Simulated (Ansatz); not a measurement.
The structure below was relaxed with PBE, PAW, 420 eV (Ansatz, a quantum-chemistry and plane-wave program; no spin-orbit coupling).

```xyz
3
Lattice="0.0000 3.0626 3.0626 3.0626 0.0000 3.0626 3.0626 3.0626 0.0000" Properties=species:S:1:pos:R:3 pbc="T T T"
Ge     0.0000     0.0000     0.0000
Si     1.5313     1.5313     1.5313
Si     4.5939     4.5939     4.5939
```

**Question.** Find the space group and the Wyckoff positions.

**Answer.** Space group Fm-3m (No. 225); a = 6.125 Å, b = 6.125 Å, c = 6.125 Å, α = 90.00°, β = 90.00°, γ = 90.00°

| atom | site | symmetry | x | y | z |
|---|---|---|---|---|---|
| Ge | 4a | m-3m | 0.0000 | 0.0000 | 0.0000 |
| Si | 8c | -43m | 0.2500 | 0.2500 | 0.2500 |

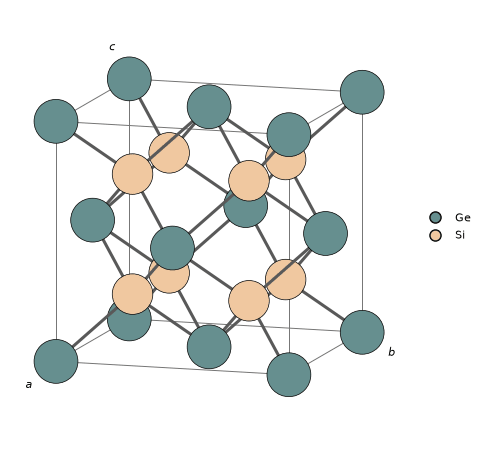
*The conventional cell*

No phonon test of stability was made. All final runs are without spin polarisation. The cell was made from Mg2Ge by this change: Mg → Si; the result is a hypothetical phase, not in the database extracts checked.
